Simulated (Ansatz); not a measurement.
```
CELL_PARAMETERS angstrom
4.97946 0.00000 0.00000
0.00000 4.97946 0.00000
0.00000 0.00000 9.53966
ATOMIC_POSITIONS crystal
N 0.50000 0.00000 0.25000
N 0.00000 0.50000 0.75000
Ga 0.29211 0.70789 0.14178
Ga 0.79211 0.20789 0.64178
N 0.00000 0.00000 0.50000
N 0.50000 0.50000 0.00000
Ga 0.29211 0.29211 0.85822
Ga 0.79211 0.79211 0.35822
N 0.00000 0.50000 0.25000
N 0.50000 0.00000 0.75000
Ga 0.70789 0.29211 0.14178
Ga 0.20789 0.79211 0.64178
Sb 0.00000 0.00000 0.00000
Sb 0.50000 0.50000 0.50000
Ga 0.20789 0.20789 0.35822
Ga 0.70789 0.70789 0.85822
```

Space group I-42m; started from the ordered alloy on zincblende lattice prototype, which need not be the ambient phase.

Level of theory: DFT, r2SCAN, plane waves, PAW in Ansatz.

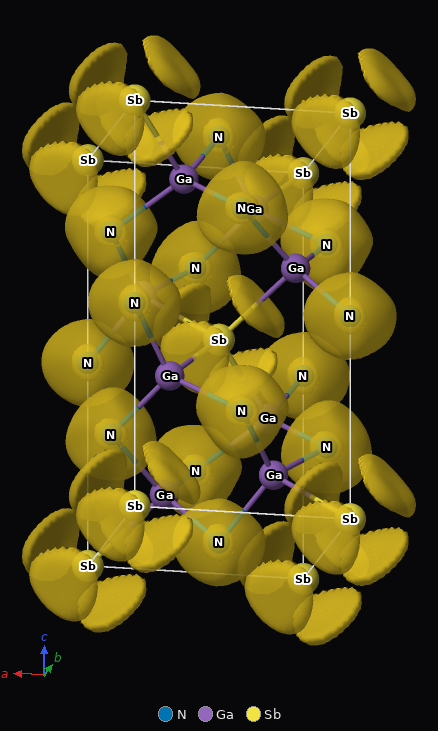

Ga4SbN3. Isosurface of the ELF at 0.6 (yellow), seen at an oblique angle. Core shells and regions of very low density are left out. Sticks mark near contacts.

Identify the bonds, lone pairs and shells in this picture.

The surface consists of eight regions between bonded Ga–Sb atoms (shared pairs) and six regions wrapped around N (the valence shell of each), counted in one cell of 16 atoms. Regions shared between cells count once.

Values along the shortest contacts:
Ga–N (1.99 Å): the ELF peaks at about 0.85 in the valence shell of N, 0.7 Å from its nucleus, and is about 0.45 at the midpoint. Ga–Sb (2.46 Å): the ELF peaks at about 0.70 between the atoms.
